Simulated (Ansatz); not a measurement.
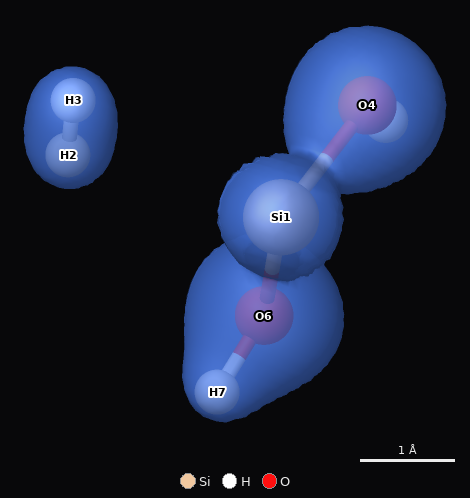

H2O2Si···H2. Isosurface of the electron density at 0.6 e/Å³ (blue), seen across its widest extent.

Not at a stationary point (largest force 1.8 eV/Å).

All numbers below come from RKS BLYP-D4/def2-SVP in Ansatz.

```xyz
7

Si   -0.0842   -0.1963   -1.0730
H     1.0536   -0.2060    1.3362
H     1.4476    0.3218    1.0473
O    -0.8454    1.2943   -0.8677
H    -1.6133    1.2901   -0.2569
O    -1.0893   -1.1254   -0.0469
H    -0.8645   -2.0750   -0.0005
```

**How is the density connected at this value?**

At this value the surface falls into two separate pieces. It bridges the sampled Si–O (1.69 Å), H–H (0.72 Å) and O–H (0.98 Å) contacts, where the density stays above the isovalue. It is pinched off along the sampled Si···H (2.66 Å) contacts. On the grid the lowest density along these lines, outside the cores, is 0.09 e/Å³ (Si···H, 2.66 Å), 0.86 e/Å³ (Si–O, 1.69 Å), 1.8 e/Å³ (H–H, 0.72 Å) and 2.2 e/Å³ (O–H, 0.98 Å).
